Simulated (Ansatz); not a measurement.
# Run report: CH7BS, nudged elastic band

CH7BS, computed with RKS PBE-D4/6-31G* (Ansatz 0.2.0).

It belongs to a series of runs on one base structure; here: band between the two ends. Figures and captions count atoms from 1; the log counts them from 0 in places.

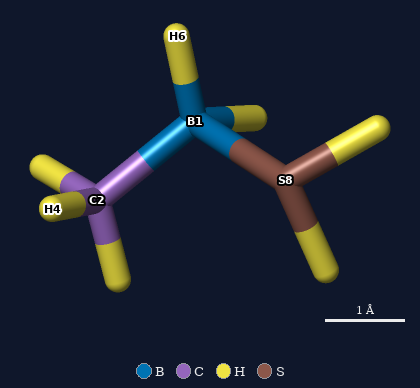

Figure 1. The input geometry (stick view, seen at a tilt; atoms are numbered from 1 in the order of the input).

Summary:

```json
{"quantity": "outcome", "value": "converged"}
{"quantity": "barrier, forward", "value": "0.736 eV"}
{"quantity": "barrier, backward", "value": "1.466 eV"}
{"quantity": "hardware", "value": "1 thread of Arm Neoverse V1, 24 GiB of memory available, shared host"}
{"quantity": "wall time", "value": "4.5 min"}
{"quantity": "peak memory", "value": "0.12 GiB"}
```

The order of the saddle point was not checked.

Input file:
```yaml
crystal:
  periodic: [false, false, false]
  atoms:
    - { symbol: B, position_ang: [-0.074498, -0.23137, 0.391126] }
    - { symbol: C, position_ang: [0.154351, 0.345117, 1.874933] }
    - { symbol: H, position_ang: [-0.677648, 0.143528, 2.57484] }
    - { symbol: H, position_ang: [1.092243, 0.016745, 2.35916] }
    - { symbol: H, position_ang: [0.223067, 1.445989, 1.789026] }
    - { symbol: H, position_ang: [0.873368, -0.135362, -0.372191] }
    - { symbol: H, position_ang: [-1.157011, -0.030647, -0.125499] }
    - { symbol: S, position_ang: [-0.019688, -2.283979, 0.619111] }
    - { symbol: H, position_ang: [-0.521007, -2.742452, -0.559679] }
    - { symbol: H, position_ang: [-1.170876, -2.568468, 1.290675] }
basis:
  gaussian: { orbitals: "6-31G*" }
hamiltonian:
  xc: pbe
  dispersion: d4
neb:
  order_check: false
  images: 7
  f_tol: 0.03
  max_iterations: 60
  final_atoms:
    - { symbol: B, position_ang: [-0.0223494, -0.74318358, -0.72427054] }
    - { symbol: C, position_ang: [-0.00660813, 0.07732692, 2.6733343] }
    - { symbol: H, position_ang: [-0.98010958, 0.28920394, 3.14172722] }
    - { symbol: H, position_ang: [0.80304377, 0.30706233, 3.38299608] }
    - { symbol: H, position_ang: [0.1101031, 0.702225, 1.77402465] }
    - { symbol: H, position_ang: [1.03188909, -0.17084091, -0.78513345] }
    - { symbol: H, position_ang: [-1.07716826, -0.17120016, -0.71014661] }
    - { symbol: S, position_ang: [0.0738273, -2.52384785, -0.67997943] }
    - { symbol: H, position_ang: [-1.25406242, -2.82170287, -0.62259606] }
    - { symbol: H, position_ang: [0.04373553, -0.98594181, 2.39154584] }
  initial_path:
    images:
      - { positions_ang: [[-0.074498, -0.23137, 0.391126], [0.154351, 0.345117, 1.874933], [-0.677648, 0.143528, 2.57484], [1.092243, 0.016745, 2.35916], [0.223067, 1.445989, 1.789026], [0.873368, -0.135362, -0.372191], [-1.157011, -0.030647, -0.125499], [-0.019688, -2.283979, 0.619111], [-0.521007, -2.742452, -0.559679], [-1.170876, -2.568468, 1.290675]] }
      - { positions_ang: [[-0.07633454, -0.18155992, 0.28682594], [0.11662757, 0.26983591, 1.88634259], [-0.74755918, 0.02970007, 2.51806049], [1.02673012, -0.13824835, 2.33956792], [0.21382397, 1.3570867, 1.90246659], [0.88491453, -0.09941542, -0.44603484], [-1.15158279, -0.0527697, -0.23725803], [-0.06485433, -2.23206197, 0.65204455], [-0.57931008, -2.78563104, -0.47567328], [-0.90015427, -2.20783529, 1.41516007]] }
      - { positions_ang: [[-0.07817108, -0.13174983, 0.18252587], [0.07890413, 0.19455483, 1.89775217], [-0.81747037, -0.08412786, 2.46128098], [0.96121723, -0.29324169, 2.31997585], [0.20458094, 1.2681844, 2.01590718], [0.89646106, -0.06346884, -0.51987867], [-1.14615458, -0.0748924, -0.34901705], [-0.11002065, -2.18014494, 0.6849781], [-0.63761316, -2.82881008, -0.39166756], [-0.62943254, -1.84720259, 1.53964513]] }
      - { positions_ang: [[-0.08000761, -0.08193975, 0.07822581], [0.0411807, 0.11927374, 1.90916176], [-0.88738155, -0.19795578, 2.40450147], [0.89570435, -0.44823504, 2.30038377], [0.19533792, 1.17928209, 2.12934777], [0.9080076, -0.02752226, -0.59372251], [-1.14072638, -0.09701509, -0.46077608], [-0.15518698, -2.12822791, 0.71791165], [-0.69591624, -2.87198912, -0.30766183], [-0.3587108, -1.48656988, 1.6641302]] }
      - { positions_ang: [[-0.08184415, -0.03212967, -0.02607425], [0.00345727, 0.04399266, 1.92057134], [-0.95729274, -0.31178371, 2.34772196], [0.83019147, -0.60322839, 2.2807917], [0.18609489, 1.09037979, 2.24278836], [0.91955413, 0.00842432, -0.66756635], [-1.13529817, -0.11913779, -0.57253511], [-0.2003533, -2.07631088, 0.7508452], [-0.75421932, -2.91516816, -0.22365611], [-0.08798907, -1.12593717, 1.78861526]] }
      - { positions_ang: [[-0.06697046, -0.20989314, -0.20062332], [0.00094092, 0.05232622, 2.10876208], [-0.96299695, -0.1615368, 2.54622327], [0.82340454, -0.37565571, 2.55634279], [0.16709694, 0.99334109, 2.12559743], [0.94763787, -0.03639198, -0.69695812], [-1.12076569, -0.13215338, -0.60693798], [-0.13180815, -2.18819512, 0.39313904], [-0.8791801, -2.89180183, -0.3233911], [-0.05505792, -1.09093833, 1.93934791]] }
      - { positions_ang: [[-0.05209678, -0.38765662, -0.37517239], [-0.00157543, 0.06065979, 2.29695282], [-0.96870116, -0.01128989, 2.74472459], [0.81661762, -0.14808303, 2.83189389], [0.14809899, 0.89630239, 2.0084065], [0.97572161, -0.08120829, -0.7263499], [-1.10623321, -0.14516898, -0.64134086], [-0.063263, -2.30007937, 0.03543288], [-1.00414087, -2.86843551, -0.42312608], [-0.02212677, -1.05593949, 2.09008055]] }
      - { positions_ang: [[-0.03722309, -0.5654201, -0.54972147], [-0.00409178, 0.06899335, 2.48514356], [-0.97440537, 0.13895702, 2.9432259], [0.80983069, 0.07948965, 3.10744498], [0.12910105, 0.7992637, 1.89121558], [1.00380535, -0.1260246, -0.75574167], [-1.09170074, -0.15818457, -0.67574373], [0.00528215, -2.41196361, -0.32227327], [-1.12910165, -2.84506919, -0.52286107], [0.01080438, -1.02094065, 2.2408132]] }
      - { positions_ang: [[-0.0223494, -0.74318358, -0.72427054], [-0.00660813, 0.07732692, 2.6733343], [-0.98010958, 0.28920394, 3.14172722], [0.80304377, 0.30706233, 3.38299608], [0.1101031, 0.702225, 1.77402465], [1.03188909, -0.17084091, -0.78513345], [-1.07716826, -0.17120016, -0.71014661], [0.0738273, -2.52384785, -0.67997943], [-1.25406242, -2.82170287, -0.62259606], [0.04373553, -0.98594181, 2.39154584]] }
```

Run as:
```bash
ansatz run input.yaml --threads 1 --pin off --max-ram 2048MiB --backend cpu --events-out ev --progress --plain --runs-dir out
```

Log:
```
Engine: ansatz 0.2.0, aarch64-unknown-linux-gnu
Functional definition: PBE
  parameter kappa = 0.804
  parameter beta = 0.06672455060314922
  exchange = pbe_x(kappa = kappa, mu = beta*pi^2/3)
  correlation = pbe_c(beta = beta)
842 factors; their error is unknown
mean field evaluation 1: about -12646.7743 eV, gradient 5.1e1 eV
mean field evaluation 2: about -12603.0994 eV, gradient 1.1e2 eV
mean field evaluation 4: about -12653.8233 eV, gradient 8.1e0 eV
mean field evaluation 8: about -12653.9530 eV, gradient 2.4e-1 eV
mean field evaluation 16: about -12653.9531 eV, gradient 1.1e-5 eV
mean field -12653.95306217 eV, -465.0241978775 hartree, gradient 1.1e-5 eV, S^2 0.000000; 0 other end points of the search recorded, 0 dependent functions left out
the calculation of the forces begins
reference -12653.95308916 eV, -465.0241988691 hartree; 17, 17 occupied and 46, 46 virtual orbitals, 842 factors
842 factors; their error is unknown
mean field evaluation 32: about -12654.7232 eV, gradient 4.8e-5 eV
mean field -12654.72322374 eV, -465.0525007931 hartree, gradient 4.8e-5 eV, S^2 0.000000; 0 other end points of the search recorded, 0 dependent functions left out
[... from here on the field's lines of each further geometry are left out, up to the last ...]
NEB iter   1: max|band force component| = 1.505e1 eV/Å  barrier→ = 4.7117 eV  barrier← = 5.4417 eV  Δτ_max = 0.1921 Å  (229 SCF iters)
NEB iter   2: max|band force component| = 4.685e0 eV/Å  barrier→ = 2.9120 eV  barrier← = 3.6419 eV  Δτ_max = 0.2000 Å  (206 SCF iters)
NEB iter   3: max|band force component| = 1.989e0 eV/Å  barrier→ = 1.9130 eV  barrier← = 2.6429 eV  Δτ_max = 0.2000 Å  (198 SCF iters)
NEB iter   4: max|band force component| = 2.416e0 eV/Å  barrier→ = 1.3806 eV  barrier← = 2.1105 eV  Δτ_max = 0.1046 Å  (202 SCF iters)
NEB iter   5: max|band force component| = 1.573e0 eV/Å  barrier→ = 1.0495 eV  barrier← = 1.7795 eV  Δτ_max = 0.1056 Å  (182 SCF iters)
NEB iter   6: max|band force component| = 1.375e0 eV/Å  barrier→ = 0.9016 eV  barrier← = 1.6316 eV  Δτ_max = 0.1022 Å  (186 SCF iters)
NEB iter   7: max|band force component| = 1.309e0 eV/Å  barrier→ = 0.7318 eV  barrier← = 1.4618 eV  Δτ_max = 0.0697 Å  (187 SCF iters)
NEB iter   8: max|band force component| = 7.176e-1 eV/Å  barrier→ = 0.6330 eV  barrier← = 1.3629 eV  Δτ_max = 0.0995 Å  (193 SCF iters)
NEB iter   9: max|band force component| = 7.968e-1 eV/Å  barrier→ = 0.6812 eV  barrier← = 1.4111 eV  CI = image 4  Δτ_max = 0.1972 Å  (182 SCF iters)
NEB iter  10: max|band force component| = 1.041e0 eV/Å  barrier→ = 0.7930 eV  barrier← = 1.5229 eV  CI = image 4  Δτ_max = 0.0659 Å  (190 SCF iters)
NEB iter  11: max|band force component| = 1.984e-1 eV/Å  barrier→ = 0.7499 eV  barrier← = 1.4799 eV  CI = image 4  Δτ_max = 0.0934 Å  (190 SCF iters)
NEB iter  12: max|band force component| = 1.645e-1 eV/Å  barrier→ = 0.7450 eV  barrier← = 1.4750 eV  CI = image 4  Δτ_max = 0.1000 Å  (189 SCF iters)
NEB iter  13: max|band force component| = 8.072e-2 eV/Å  barrier→ = 0.7407 eV  barrier← = 1.4706 eV  CI = image 4  Δτ_max = 0.1999 Å  (185 SCF iters)
NEB iter  14: max|band force component| = 1.279e-1 eV/Å  barrier→ = 0.7383 eV  barrier← = 1.4683 eV  CI = image 4  Δτ_max = 0.1000 Å  (187 SCF iters)
NEB iter  15: max|band force component| = 9.925e-2 eV/Å  barrier→ = 0.7376 eV  barrier← = 1.4675 eV  CI = image 4  Δτ_max = 0.1001 Å  (187 SCF iters)
NEB iter  16: max|band force component| = 7.726e-2 eV/Å  barrier→ = 0.7368 eV  barrier← = 1.4668 eV  CI = image 4  Δτ_max = 0.1001 Å  (186 SCF iters)
NEB iter  17: max|band force component| = 7.929e-2 eV/Å  barrier→ = 0.7364 eV  barrier← = 1.4663 eV  CI = image 4  Δτ_max = 0.1001 Å  (187 SCF iters)
NEB iter  18: max|band force component| = 5.843e-2 eV/Å  barrier→ = 0.7361 eV  barrier← = 1.4661 eV  CI = image 4  Δτ_max = 0.0571 Å  (187 SCF iters)
NEB iter  19: max|band force component| = 7.350e-2 eV/Å  barrier→ = 0.7360 eV  barrier← = 1.4660 eV  CI = image 4  Δτ_max = 0.0286 Å  (191 SCF iters)
NEB iter  20: max|band force component| = 7.000e-2 eV/Å  barrier→ = 0.7360 eV  barrier← = 1.4660 eV  CI = image 4  Δτ_max = 0.0286 Å  (164 SCF iters)
the calculation of the forces begins
reference -12654.69940505 eV, -465.0516254724 hartree; 17, 17 occupied and 46, 46 virtual orbitals, 842 factors
842 factors; their error is unknown
mean field -12653.21758593 eV, -464.9971696240 hartree, gradient 2.6e-5 eV, S^2 0.000000; 1 other end points of the search recorded, 0 dependent functions left out
the calculation of the forces begins
reference -12653.21761238 eV, -464.9971705961 hartree; 17, 17 occupied and 46, 46 virtual orbitals, 842 factors
NEB iter  21: max|band force component| = 2.958e-2 eV/Å  barrier→ = 0.7360 eV  barrier← = 1.4660 eV  CI = image 4  Δτ_max = 0.0000 Å  (340 SCF iters)
```

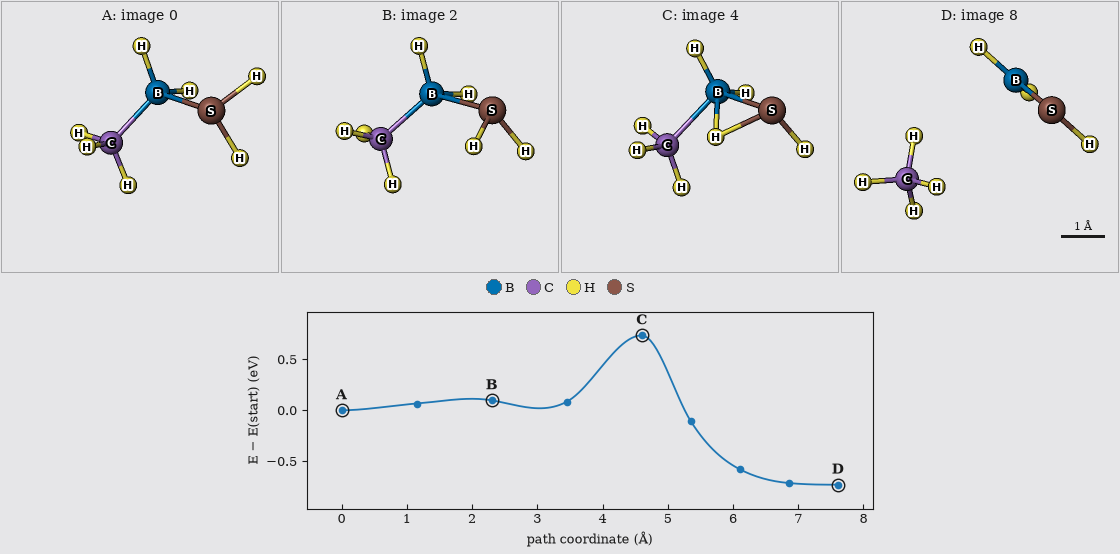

Figure 2. Images of the last band (counted from 0; ball-and-stick, seen at a tilt) above the energy along the path; the line is a cubic interpolation that uses the forces. The highest image is number 4, 0.736 eV above the start and 1.466 eV above the end (the climbing image); the end lies 0.730 eV below the start. A further maximum stands at image 2, 0.098 eV from the start, so the path isn't one elementary step. The path is 7.61 Å long. The band converged in 21 iterations.

```
Total energy: -12653.37673123 eV, -465.0030181060 hartree
Atom 0 at    -0.006217    -0.337191     0.215892 Å, force    -0.001808    -0.001345    -0.002986 eV/Å
Atom 1 at    -0.061536     0.021914     1.907934 Å, force    -0.000695     0.002417     0.002684 eV/Å
Atom 2 at    -0.985623    -0.244631     2.447622 Å, force    -0.000044    -0.000172    -0.000034 eV/Å
Atom 3 at     0.814523    -0.216944     2.535498 Å, force     0.000272    -0.000426     0.000029 eV/Å
Atom 4 at    -0.063590     1.117450     1.767603 Å, force     0.000039    -0.000599    -0.000008 eV/Å
Atom 5 at     1.054830     0.028719    -0.219639 Å, force     0.000249    -0.000755    -0.000193 eV/Å
Atom 6 at    -1.047060    -0.008192    -0.288107 Å, force     0.000278     0.000557    -0.000137 eV/Å
Atom 7 at     0.134420    -2.407336     0.041713 Å, force     0.000392     0.000713    -0.000126 eV/Å
Atom 8 at    -1.187175    -2.684301     0.212147 Å, force     0.000522     0.000955    -0.000008 eV/Å
Atom 9 at     0.069728    -1.310388     1.220840 Å, force     0.000794    -0.001345     0.000779 eV/Å
Dipole moment:    -0.202997    -0.004356     0.355207 e Å
this run last wrote the band of iteration 21 to [file]
```

The last band as extended XYZ (Å, eV, eV/Å):
```
10
Properties=species:S:1:pos:R:3:forces:R:3 image=0 energy=-12654.11272
B    -0.0745   -0.2314    0.3911    0.0065   0.0063   0.0045
C     0.1544    0.3451    1.8749    0.0038   0.0160  -0.0064
H    -0.6776    0.1435    2.5748   -0.0162  -0.0073   0.0161
H     1.0922    0.0167    2.3592    0.0126  -0.0104   0.0017
H     0.2231    1.4460    1.7890   -0.0050   0.0076  -0.0024
H     0.8734   -0.1354   -0.3722    0.0086   0.0013  -0.0140
H    -1.1570   -0.0306   -0.1255   -0.0021  -0.0025  -0.0036
S    -0.0197   -2.2840    0.6191    0.0064  -0.0006   0.0057
H    -0.5210   -2.7425   -0.5597   -0.0020  -0.0011  -0.0126
H    -1.1709   -2.5685    1.2907   -0.0126  -0.0092   0.0110
10
Properties=species:S:1:pos:R:3:forces:R:3 image=1 energy=-12654.04585
B     0.0421   -0.1880    0.3110   -0.0056   0.0102  -0.0104
C     0.0623    0.2910    1.8429    0.0074  -0.0054   0.0020
H    -0.8358   -0.0023    2.4196   -0.0010   0.0010   0.0008
H     0.9548   -0.0213    2.4161    0.0005  -0.0145  -0.0017
H     0.0750    1.3981    1.8351    0.0117  -0.0039   0.0039
H     1.0735   -0.0528   -0.3199   -0.0096   0.0072  -0.0103
H    -0.9713    0.0376   -0.3219   -0.0131  -0.0031   0.0065
S     0.0104   -2.3142    0.3599    0.0130  -0.0024   0.0162
H    -1.1519   -2.6122   -0.2801    0.0213  -0.0117  -0.0241
H    -0.5368   -2.5767    1.5788   -0.0247   0.0225   0.0172
10
Properties=species:S:1:pos:R:3:forces:R:3 image=2 energy=-12654.01454
B     0.1226   -0.2162    0.3633   -0.0065  -0.0078  -0.0545
C    -0.0239    0.3623    1.8512   -0.0192  -0.0299  -0.0148
H    -0.8509   -0.0504    2.4573   -0.0267  -0.0282  -0.0354
H     0.9047    0.3009    2.4471   -0.0492  -0.0907   0.0081
H    -0.2481    1.4425    1.7384    0.0356  -0.0315   0.0165
H     1.2193   -0.1468   -0.1569    0.0173   0.0043   0.0013
H    -0.7883    0.0263   -0.4161    0.0229   0.0373  -0.0372
S    -0.1423   -2.2944    0.1232   -0.0138   0.0157   0.0087
H    -1.4920   -2.4444    0.1631   -0.0366   0.0032   0.0952
H     0.0210   -3.0207    1.2709    0.0763   0.1275   0.0121
10
Properties=species:S:1:pos:R:3:forces:R:3 image=3 energy=-12654.02822
B    -0.0135   -0.1646    0.2366   -0.0131   0.0728   0.0128
C    -0.0995    0.1755    1.8069   -0.0235   0.0595  -0.0425
H    -1.0332   -0.1417    2.3103   -0.0155   0.0179  -0.0474
H     0.7511   -0.2166    2.4035   -0.0224   0.0092  -0.0548
H    -0.0507    1.2753    1.9035   -0.0205   0.0628   0.0682
H     1.0707    0.0246   -0.2874   -0.0051   0.0285  -0.0292
H    -0.9672    0.1251   -0.4581    0.0203   0.0482  -0.0599
S     0.0054   -2.2428    0.1164   -0.0341   0.0832   0.0175
H    -1.2823   -2.6051    0.3802   -0.0097   0.0183   0.0582
H     0.3414   -2.2706    1.4297    0.1236  -0.4004   0.0771
10
Properties=species:S:1:pos:R:3:forces:R:3 image=4 energy=-12653.37671
B    -0.0062   -0.3372    0.2159   -0.0018  -0.0013  -0.0030
C    -0.0615    0.0219    1.9079   -0.0007   0.0024   0.0027
H    -0.9856   -0.2446    2.4476    0.0000  -0.0002   0.0000
H     0.8145   -0.2169    2.5355    0.0003  -0.0004   0.0000
H    -0.0636    1.1175    1.7676    0.0000  -0.0006   0.0000
H     1.0548    0.0287   -0.2196    0.0002  -0.0008  -0.0002
H    -1.0471   -0.0082   -0.2881    0.0003   0.0006  -0.0001
S     0.1344   -2.4073    0.0417    0.0004   0.0007  -0.0001
H    -1.1872   -2.6843    0.2121    0.0005   0.0010   0.0000
H     0.0697   -1.3104    1.2208    0.0008  -0.0013   0.0008
10
Properties=species:S:1:pos:R:3:forces:R:3 image=5 energy=-12654.21870
B     0.0178   -0.5695   -0.0940    0.0230  -0.3609  -0.4736
C    -0.0594   -0.0225    2.1120    0.0136  -0.0547   0.3026
H    -1.0168   -0.2101    2.6124   -0.0308   0.0663   0.2595
H     0.8132   -0.1732    2.7580    0.0160   0.0957   0.3201
H    -0.0448    0.9914    1.6913    0.0258  -0.1792  -0.1400
H     1.0651   -0.0051   -0.2636   -0.0072  -0.0594  -0.0955
H    -1.0332   -0.0201   -0.2866   -0.0021  -0.0438   0.0061
S     0.1211   -2.4248   -0.2015   -0.0202  -0.0423  -0.3550
H    -1.1814   -2.6916    0.0974    0.0164  -0.0301  -0.1315
H     0.0407   -0.9155    1.4162   -0.0346   0.6083   0.3072
10
Properties=species:S:1:pos:R:3:forces:R:3 image=6 energy=-12654.69140
B     0.0085   -0.6821   -0.3782   -0.0073  -0.0534  -0.1281
C    -0.0361    0.0275    2.3304    0.0120   0.0217   0.0993
H    -1.0080   -0.0967    2.8285    0.0019   0.0521   0.0947
H     0.7938   -0.0270    3.0479   -0.0106   0.0747   0.1266
H    -0.0089    0.9836    1.7888    0.0097   0.0030   0.0402
H     1.0568   -0.1050   -0.4813   -0.0026  -0.0418  -0.0984
H    -1.0414   -0.1018   -0.3502   -0.0074  -0.0421  -0.0303
S     0.0901   -2.4792   -0.4090   -0.0030  -0.0331  -0.0945
H    -1.2223   -2.7462   -0.1638   -0.0142  -0.0314  -0.1108
H     0.0898   -0.8141    1.6285    0.0215   0.0504   0.1013
10
Properties=species:S:1:pos:R:3:forces:R:3 image=7 energy=-12654.82661
B    -0.0070   -0.7504   -0.5901   -0.0010  -0.0039  -0.0167
C    -0.0130    0.0838    2.5335    0.0018  -0.0139   0.0177
H    -1.0137    0.0349    2.9881   -0.0022   0.0165   0.0127
H     0.7529    0.1578    3.3195    0.0012   0.0201   0.0237
H     0.0499    0.9615    1.8730    0.0011   0.0032   0.0063
H     1.0509   -0.1949   -0.7088   -0.0032  -0.0053  -0.0216
H    -1.0461   -0.1593   -0.4901   -0.0024  -0.0074  -0.0144
S     0.0544   -2.5357   -0.6020    0.0083  -0.0053  -0.0194
H    -1.2689   -2.8057   -0.4309   -0.0136  -0.0082  -0.0210
H     0.1627   -0.8329    1.9492    0.0101   0.0044   0.0327
10
Properties=species:S:1:pos:R:3:forces:R:3 image=8 energy=-12654.84268
B    -0.0223   -0.7432   -0.7243    0.0088   0.0074  -0.0052
C    -0.0066    0.0773    2.6733   -0.0032  -0.0079   0.0066
H    -0.9801    0.2892    3.1417    0.0146  -0.0045  -0.0081
H     0.8030    0.3071    3.3830   -0.0113  -0.0050  -0.0098
H     0.1101    0.7022    1.7740   -0.0016  -0.0033   0.0050
H     1.0319   -0.1708   -0.7851   -0.0074  -0.0028   0.0026
H    -1.0772   -0.1712   -0.7101    0.0011  -0.0009   0.0013
S     0.0738   -2.5238   -0.6800   -0.0059  -0.0048  -0.0006
H    -1.2541   -2.8217   -0.6226    0.0034   0.0006   0.0014
H     0.0437   -0.9859    2.3915    0.0015   0.0212   0.0069
```
